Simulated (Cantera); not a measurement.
A closed system holds: 1 mol MgCl2, 3.6 mol H2, at 1125 °C.

Equilibrium computed with Cantera from the NASA thermochemical tables; the gas is ideal and each condensed phase is pure. Candidate condensed phases: Mg, MgCl2; 10 gas species. The numbers say what is thermodynamically allowed, not how fast it happens.

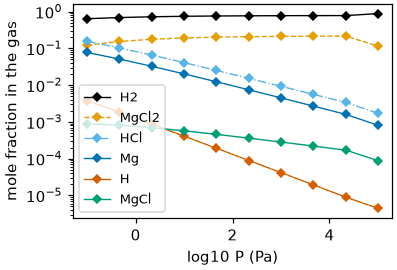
Equilibrium gas composition (values under 1e-9 drawn at 1e-9)

From 0.100 Pa to 22000 Pa nothing is condensed. At 100000 Pa the condensed part is MgCl2(l). The main Mg-bearing gas is MgCl2 throughout.
